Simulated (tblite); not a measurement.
CH7NOSi2: geometry relaxation (part 2 of 2)

CH7NOSi2, multiplicity 3; GFN2-xTB geometry optimisation, gas phase (tblite 0.8.0). 

Geometry of the input (Å):
```
Si 0.2357  0.5196  0.6598
N  -0.8681  0.0628  -0.5434
Si -2.4385  0.2389  0.0643
O  1.5165  -0.5121  0.3970
C  2.5358  -0.1301  -0.5219
H  -0.7134  -0.9151  -0.7786
H  -2.6844  1.6636  0.4304
H  -2.6395  -0.6662  1.2405
H  -3.3876  -0.1657  -0.9940
H  2.1364  -0.0278  -1.5315
H  3.0162  0.7922  -0.1960
H  3.2827  -0.9314  -0.5391
```

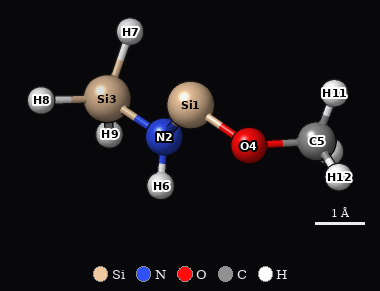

**Figure 1.** The geometry at step 69 of the log (ball-and-stick view, seen at a tilt; atoms are numbered from 1 in the order of the input).

Trajectory as extended XYZ, continued
```
12
Properties=species:S:1:pos:R:3:forces:R:3 step=45 energy=-437.80983
Si    0.3515    0.2780    0.7630    0.0100   0.0200  -0.0040
N    -1.0184   -0.1019   -0.2667    0.0000   0.0310  -0.0280
Si   -2.6788    0.2484    0.0941   -0.0060   0.0000  -0.0030
O     1.7643   -0.4557    0.3542    0.0030  -0.0030  -0.0490
C     2.7374   -0.0795   -0.5909    0.0280  -0.0150   0.0410
H    -0.8725   -0.9978   -0.7134   -0.0170  -0.0790  -0.0350
H    -2.7051    1.6764    0.3963    0.0140  -0.0140   0.0000
H    -3.1758   -0.5203    1.2415   -0.0270   0.0200   0.0300
H    -3.4313   -0.1233   -1.1063    0.0530   0.0140   0.0140
H     2.3137    0.0295   -1.5933   -0.0270   0.0320   0.0990
H     3.2257    0.8508   -0.2929   -0.0590   0.0330  -0.0340
H     3.4809   -0.8759   -0.5982    0.0290  -0.0390  -0.0300
12
Properties=species:S:1:pos:R:3:forces:R:3 step=48 energy=-437.81532
Si    0.3549    0.2058    0.7613   -0.0040   0.0360   0.0470
N    -1.0325   -0.1911   -0.2361    0.0360  -0.0360  -0.0720
Si   -2.6738    0.2684    0.0898    0.0600  -0.0340   0.0000
O     1.7796   -0.4881    0.3264   -0.0330  -0.0650  -0.0040
C     2.7417   -0.0500   -0.5981    0.0610  -0.0280  -0.0050
H    -0.9283   -1.1260   -0.6164   -0.0510   0.0270  -0.0030
H    -2.6287    1.7011    0.3569    0.0240  -0.0080   0.0410
H    -3.2301   -0.4741    1.2265   -0.0360   0.0520   0.0490
H    -3.4178   -0.0614   -1.1220   -0.0160  -0.0340  -0.0640
H     2.3221    0.0722   -1.5975   -0.0900   0.0780   0.0110
H     3.1895    0.8865   -0.2651   -0.0050   0.0820  -0.0410
H     3.5153   -0.8149   -0.6386    0.0540  -0.0720   0.0420
12
Properties=species:S:1:pos:R:3:forces:R:3 step=51 energy=-437.82034
Si    0.3446    0.1693    0.7595    0.0300  -0.0300  -0.0060
N    -1.0323   -0.2367   -0.2538    0.0440  -0.0080   0.0000
Si   -2.6581    0.2685    0.0828   -0.0090   0.0250  -0.0300
O     1.7880   -0.4988    0.3363   -0.0040  -0.0230   0.0110
C     2.7395   -0.0360   -0.5918   -0.0540   0.0110  -0.0210
H    -0.9592   -1.1874   -0.5992   -0.0010   0.0080  -0.0120
H    -2.5593    1.7022    0.3376    0.0110  -0.0300   0.0440
H    -3.2293   -0.4425    1.2347   -0.0130   0.0610  -0.0020
H    -3.4247   -0.0293   -1.1271    0.0130  -0.0490  -0.0010
H     2.2902    0.0991   -1.5770   -0.0050   0.0170  -0.0280
H     3.1680    0.9122   -0.2605    0.0210  -0.0210  -0.0010
H     3.5244   -0.7920   -0.6542   -0.0330   0.0380   0.0450
12
Properties=species:S:1:pos:R:3:forces:R:3 step=54 energy=-437.82213
Si    0.3437    0.1569    0.7608   -0.0250  -0.0220   0.0090
N    -1.0271   -0.2452   -0.2623   -0.0570   0.0100   0.0210
Si   -2.6536    0.2687    0.0763    0.0450  -0.0180   0.0000
O     1.7909   -0.5026    0.3433    0.0140   0.0190  -0.0320
C     2.7322   -0.0313   -0.5915    0.0090   0.0080   0.0150
H    -0.9644   -1.1984   -0.6027    0.0210   0.0040  -0.0120
H    -2.5391    1.6981    0.3401    0.0060   0.0080   0.0230
H    -3.2276   -0.4266    1.2387    0.0030   0.0510  -0.0360
H    -3.4289   -0.0301   -1.1285    0.0310  -0.0390   0.0140
H     2.2785    0.1070   -1.5749    0.0070  -0.0120   0.0100
H     3.1672    0.9156   -0.2617   -0.0340  -0.0190   0.0090
H     3.5198   -0.7836   -0.6504   -0.0200   0.0100  -0.0210
12
Properties=species:S:1:pos:R:3:forces:R:3 step=57 energy=-437.82403
Si    0.3479    0.1151    0.7614   -0.0280  -0.0100   0.0470
N    -1.0355   -0.2905   -0.2407    0.0210   0.0170  -0.0020
Si   -2.6455    0.2779    0.0683   -0.0170   0.0080   0.0230
O     1.7977   -0.5233    0.3220   -0.0190  -0.0020   0.0060
C     2.7321   -0.0165   -0.5975    0.0190   0.0110  -0.0140
H    -0.9940   -1.2528   -0.5567    0.0150  -0.0110  -0.0230
H    -2.5005    1.7021    0.3377    0.0250   0.0370  -0.0160
H    -3.2636   -0.3765    1.2270   -0.0160  -0.0110   0.0250
H    -3.4101   -0.0205   -1.1408    0.0070  -0.0280  -0.0250
H     2.2803    0.1333   -1.5797    0.0080  -0.0210  -0.0110
H     3.1476    0.9303   -0.2486   -0.0180   0.0360   0.0290
H     3.5352   -0.7499   -0.6650    0.0030  -0.0250  -0.0410
12
Properties=species:S:1:pos:R:3:forces:R:3 step=60 energy=-437.82469
Si    0.3467    0.1045    0.7656   -0.0030  -0.0150   0.0280
N    -1.0373   -0.2999   -0.2367    0.0220   0.0290   0.0120
Si   -2.6446    0.2795    0.0679   -0.0240   0.0160   0.0000
O     1.7989   -0.5254    0.3186   -0.0140  -0.0060   0.0030
C     2.7336   -0.0126   -0.5988   -0.0110   0.0000  -0.0050
H    -0.9992   -1.2635   -0.5486    0.0100  -0.0150  -0.0260
H    -2.4900    1.7048    0.3340    0.0200   0.0100  -0.0200
H    -3.2714   -0.3686    1.2260   -0.0100  -0.0070   0.0210
H    -3.4085   -0.0180   -1.1438    0.0210  -0.0190   0.0000
H     2.2814    0.1367   -1.5810    0.0050  -0.0040  -0.0080
H     3.1437    0.9351   -0.2448   -0.0120   0.0190   0.0130
H     3.5385   -0.7442   -0.6711   -0.0040  -0.0080  -0.0180
12
Properties=species:S:1:pos:R:3:forces:R:3 step=63 energy=-437.82593
Si    0.3396    0.0864    0.7775   -0.0020  -0.0050   0.0130
N    -1.0329   -0.3052   -0.2445   -0.0040   0.0200   0.0340
Si   -2.6374    0.2820    0.0656   -0.0010  -0.0060   0.0020
O     1.7961   -0.5259    0.3244    0.0040  -0.0310  -0.0040
C     2.7244   -0.0067   -0.5966   -0.0160  -0.0130   0.0000
H    -0.9979   -1.2665   -0.5648    0.0100  -0.0010  -0.0190
H    -2.4607    1.7054    0.3311   -0.0040   0.0050  -0.0390
H    -3.2668   -0.3506    1.2324    0.0020  -0.0050   0.0020
H    -3.4005   -0.0320   -1.1432    0.0150   0.0080   0.0160
H     2.2689    0.1388   -1.5779   -0.0130   0.0330   0.0090
H     3.1311    0.9420   -0.2384   -0.0080  -0.0210  -0.0270
H     3.5279   -0.7393   -0.6783    0.0160   0.0190   0.0140
12
Properties=species:S:1:pos:R:3:forces:R:3 step=66 energy=-437.82693
Si    0.3394    0.0647    0.7895    0.0300  -0.0220   0.0070
N    -1.0336   -0.3173   -0.2329   -0.0080  -0.0520  -0.0110
Si   -2.6336    0.2870    0.0667    0.0330  -0.0230   0.0260
O     1.7961   -0.5369    0.3202   -0.0050  -0.0160  -0.0080
C     2.7187   -0.0029   -0.5978    0.0030   0.0000   0.0000
H    -1.0018   -1.2759   -0.5692    0.0050   0.0920   0.0320
H    -2.4407    1.7111    0.3201   -0.0160  -0.0090  -0.0390
H    -3.2791   -0.3318    1.2328    0.0120   0.0060   0.0010
H    -3.3847   -0.0403   -1.1432   -0.0240   0.0150  -0.0220
H     2.2634    0.1513   -1.5778   -0.0300  -0.0030   0.0030
H     3.1182    0.9473   -0.2364    0.0000  -0.0150   0.0070
H     3.5293   -0.7277   -0.6846    0.0000   0.0260   0.0040
12
Properties=species:S:1:pos:R:3:forces:R:3 step=69 energy=-437.82846
Si    0.3407    0.0324    0.8100    0.0370  -0.0240  -0.0120
N    -1.0323   -0.3311   -0.2190    0.0350   0.0160   0.0240
Si   -2.6266    0.2887    0.0681    0.0160   0.0210  -0.0340
O     1.7925   -0.5575    0.3107    0.0230  -0.0100  -0.0170
C     2.7077    0.0014   -0.6004    0.0070   0.0230   0.0060
H    -1.0034   -1.2846   -0.5616   -0.0020  -0.0100  -0.0050
H    -2.4113    1.7155    0.2903   -0.0390  -0.0200  -0.0110
H    -3.2830   -0.3108    1.2367    0.0060   0.0110   0.0120
H    -3.3715   -0.0398   -1.1470   -0.0230   0.0100   0.0050
H     2.2498    0.1685   -1.5774   -0.0240  -0.0430   0.0080
H     3.0959    0.9507   -0.2283   -0.0030   0.0380   0.0440
H     3.5333   -0.7050   -0.6948   -0.0320  -0.0110  -0.0190
12
Properties=species:S:1:pos:R:3:forces:R:3 step=72 energy=-437.83065
Si    0.3456   -0.0546    0.8400    0.0310  -0.0060   0.0190
N    -1.0265   -0.3879   -0.1969   -0.0210   0.0550   0.0240
Si   -2.5993    0.3000    0.0549   -0.0050  -0.0070  -0.0150
O     1.7951   -0.6003    0.2904    0.0580  -0.0060   0.0060
C     2.6838    0.0268   -0.6023    0.0070   0.0030   0.0090
H    -1.0253   -1.3460   -0.5232   -0.0210  -0.0620  -0.0380
H    -2.3244    1.7216    0.2337   -0.0490   0.0020   0.0040
H    -3.2836   -0.2447    1.2382    0.0300   0.0320  -0.0370
H    -3.3577   -0.0200   -1.1560    0.0060  -0.0020   0.0280
H     2.2107    0.2036   -1.5708    0.0050   0.0030   0.0270
H     3.0401    0.9756   -0.1947   -0.0330   0.0030  -0.0070
H     3.5332   -0.6455   -0.7259   -0.0090  -0.0150  -0.0200
12
Properties=species:S:1:pos:R:3:forces:R:3 step=75 energy=-437.83269
Si    0.3567   -0.1496    0.8730    0.0010  -0.0200   0.0440
N    -1.0203   -0.4401   -0.1674   -0.0150  -0.0260  -0.0610
Si   -2.5674    0.3128    0.0446   -0.0280  -0.0020   0.0280
O     1.8090   -0.6409    0.2818    0.0190   0.0000   0.0400
C     2.6584    0.0500   -0.6004    0.0110  -0.0220  -0.0080
H    -1.0449   -1.3900   -0.5227   -0.0110   0.0270   0.0250
H    -2.2514    1.7301    0.1763   -0.0360   0.0220   0.0100
H    -3.2818   -0.1700    1.2359    0.0330   0.0220  -0.0110
H    -3.3357   -0.0186   -1.1536   -0.0050  -0.0140  -0.0300
H     2.1616    0.2373   -1.5551    0.0150   0.0150   0.0170
H     2.9827    1.0002   -0.1680   -0.0130  -0.0360  -0.0210
H     3.5248   -0.5927   -0.7572    0.0300   0.0350  -0.0330
12
Properties=species:S:1:pos:R:3:forces:R:3 step=78 energy=-437.83406
Si    0.3649   -0.2045    0.8906   -0.0380  -0.0280   0.0040
N    -1.0189   -0.4655   -0.1533    0.0320  -0.0140  -0.0290
Si   -2.5535    0.3173    0.0399   -0.0070   0.0360  -0.0170
O     1.8215   -0.6628    0.2810   -0.0110  -0.0070   0.0230
C     2.6463    0.0597   -0.5996    0.0010  -0.0110   0.0040
H    -1.0588   -1.4106   -0.5189   -0.0060   0.0110   0.0260
H    -2.2191    1.7327    0.1463   -0.0260   0.0270   0.0070
H    -3.2797   -0.1247    1.2358    0.0090  -0.0120   0.0300
H    -3.3238   -0.0180   -1.1570    0.0050  -0.0180  -0.0170
H     2.1357    0.2557   -1.5446   -0.0030  -0.0040   0.0000
H     2.9520    1.0091   -0.1548    0.0180  -0.0090  -0.0040
H     3.5250   -0.5599   -0.7781    0.0260   0.0290  -0.0250
12
Properties=species:S:1:pos:R:3:forces:R:3 step=81 energy=-437.83546
Si    0.3648   -0.2694    0.9096   -0.0080  -0.0150  -0.0070
N    -1.0080   -0.4908   -0.1573   -0.0050   0.0140   0.0090
Si   -2.5274    0.3277    0.0294   -0.0020  -0.0170  -0.0070
O     1.8301   -0.6889    0.2890   -0.0040  -0.0210  -0.0110
C     2.6211    0.0697   -0.5929   -0.0060   0.0180   0.0030
H    -1.0703   -1.4350   -0.5204   -0.0120  -0.0110  -0.0010
H    -2.1753    1.7394    0.1070   -0.0070   0.0460   0.0010
H    -3.2463   -0.0794    1.2439    0.0130  -0.0090  -0.0010
H    -3.3106   -0.0183   -1.1572    0.0110  -0.0130   0.0030
H     2.0895    0.2717   -1.5247   -0.0220  -0.0020   0.0010
H     2.9086    1.0166   -0.1333    0.0280   0.0330  -0.0020
H     3.5156   -0.5148   -0.8057    0.0140  -0.0230   0.0120
12
Properties=species:S:1:pos:R:3:forces:R:3 step=84 energy=-437.83601
Si    0.3651   -0.2825    0.9152    0.0060  -0.0120   0.0050
N    -1.0041   -0.4882   -0.1579    0.0070  -0.0090  -0.0230
Si   -2.5216    0.3321    0.0275   -0.0210   0.0000   0.0180
O     1.8323   -0.6947    0.2937   -0.0020   0.0000   0.0090
C     2.6158    0.0701   -0.5892    0.0110   0.0100  -0.0160
H    -1.0689   -1.4276   -0.5346   -0.0030   0.0090   0.0120
H    -2.1820    1.7489    0.0981   -0.0040   0.0090  -0.0020
H    -3.2308   -0.0785    1.2464    0.0050   0.0030   0.0030
H    -3.3067   -0.0278   -1.1527    0.0020  -0.0060  -0.0130
H     2.0758    0.2697   -1.5164   -0.0140   0.0120  -0.0140
H     2.9062    1.0188   -0.1333    0.0010   0.0050   0.0100
H     3.5106   -0.5116   -0.8093    0.0120  -0.0210   0.0100
12
Properties=species:S:1:pos:R:3:forces:R:3 step=87 energy=-437.83624
Si    0.3660   -0.2650    0.9100   -0.0070  -0.0010  -0.0050
N    -1.0061   -0.4738   -0.1606    0.0080  -0.0040   0.0030
Si   -2.5326    0.3300    0.0313    0.0070   0.0030  -0.0060
O     1.8315   -0.6879    0.2921    0.0030   0.0000   0.0100
C     2.6254    0.0655   -0.5920    0.0000  -0.0030  -0.0030
H    -1.0668   -1.4154   -0.5322   -0.0040   0.0050   0.0010
H    -2.2084    1.7506    0.1114   -0.0050  -0.0030  -0.0040
H    -3.2382   -0.0942    1.2471    0.0000  -0.0020   0.0050
H    -3.3073   -0.0325   -1.1557   -0.0010   0.0000   0.0030
H     2.0893    0.2632   -1.5222    0.0080   0.0110  -0.0070
H     2.9222    1.0142   -0.1399   -0.0070   0.0020   0.0050
H     3.5167   -0.5260   -0.8020   -0.0020  -0.0090  -0.0030
12
Properties=species:S:1:pos:R:3:forces:R:3 step=90 energy=-437.83629
Si    0.3650   -0.2585    0.9087    0.0020   0.0040   0.0010
N    -1.0047   -0.4673   -0.1641   -0.0020  -0.0040   0.0000
Si   -2.5343    0.3294    0.0324    0.0020  -0.0060  -0.0030
O     1.8314   -0.6845    0.2955   -0.0040  -0.0060   0.0010
C     2.6271    0.0631   -0.5920   -0.0030   0.0000   0.0050
H    -1.0640   -1.4086   -0.5365    0.0000   0.0010  -0.0010
H    -2.2180    1.7512    0.1135   -0.0010   0.0040   0.0000
H    -3.2353   -0.1022    1.2485    0.0010   0.0030   0.0020
H    -3.3093   -0.0342   -1.1539   -0.0040  -0.0020   0.0000
H     2.0922    0.2609   -1.5231    0.0040   0.0030  -0.0020
H     2.9259    1.0121   -0.1419    0.0040   0.0030   0.0010
H     3.5158   -0.5330   -0.7998    0.0010  -0.0010  -0.0050
```

Summary

| quantity | value |
| --- | --- |
| outcome | converged |
| total energy | −437.8363 eV |
| hardware | 1 CPU thread, shared host |
| wall time | 2.3 s |
| peak memory | 0.18 GiB |
